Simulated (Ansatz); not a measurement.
```xyz
12

Hf    0.3483   -0.0471    0.1727
O    -0.7854    0.6541    2.1658
H    -1.0076    1.4445    1.5791
O     1.4435   -0.1350   -1.4249
H     2.1670   -0.1206   -2.0624
N    -0.9113    1.6029   -0.2764
H    -1.9009    1.4844   -0.5296
H    -0.5606    2.3908   -0.8349
O    -0.6159   -1.7420    0.2302
H    -0.6384   -2.6460   -0.1136
F     1.7981    0.3221    1.4464
H    -0.0831    0.9603    2.7726
```

Core potentials replace the inner electrons of Hf.

Computed with RKS PBE-D4/def2-SVP in Ansatz.

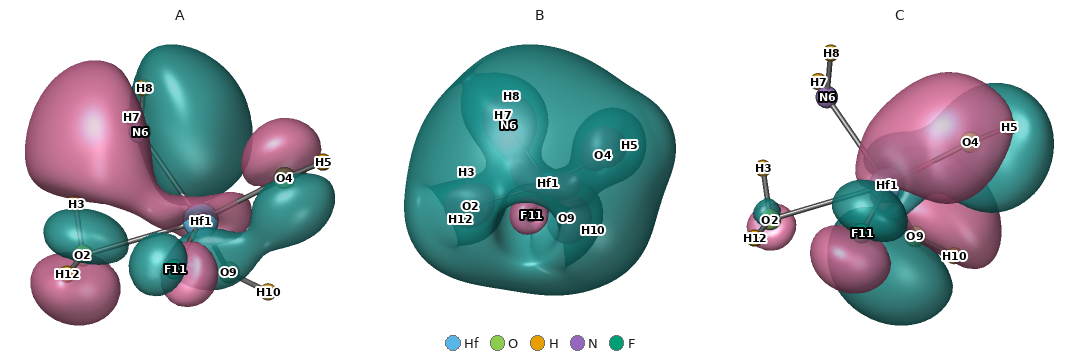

FH₆HfNO₃. Three frontier orbitals at ±0.04 Å⁻³ᐟ² (teal and pink are the two phases), in no order.

Q: Order the three orbitals by energy and name them.

A: C is the HOMO−1 (−6.84 eV). Its weight (Hirshfeld) is mainly on O9 (about 45 %) and O4 (about 35 %); largely a combination of lone pairs on O9 and O4. A is the HOMO (−5.66 eV). By Hirshfeld shares it lies mainly on N6 (about 65 %); largely a lone pair of N6. B is the LUMO (−0.57 eV). Its weight (Hirshfeld) is mainly on Hf1 (about 45 %), N6 (about 5 %), H12 (about 5 %) and H7 (about 5 %).

Q: What is the HOMO–LUMO gap?

A: 5.09 eV between the orbital energies.
